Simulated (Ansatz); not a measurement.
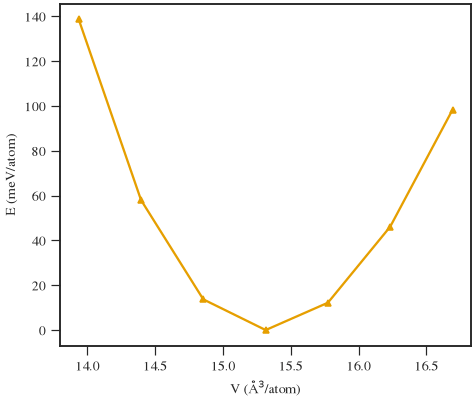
Figure: HfIr₃ (Cu3Au type, Pm-3m) under volume change, DFT-r²SCAN in the program Ansatz with PAW potentials, scaled uniformly.

### Question
What does a third-order Birch–Murnaghan fit give for V₀, B₀ and B′?

### Answer
V₀ = 15.31 Å³/atom, B₀ = 299 GPa, B′ = 4.7.

The workflow started from an entry of the Crystallography Open Database (COD). Whether it is the stable phase at ambient conditions was not checked. Symmetry was held in the r²SCAN relaxation; whether a distortion lowers the energy is not shown. No spin polarisation was allowed. Scalar-relativistic: spin–orbit coupling is off unless named, which matters more the heavier the elements.

Potentials: the later of the program's two PAW sets.
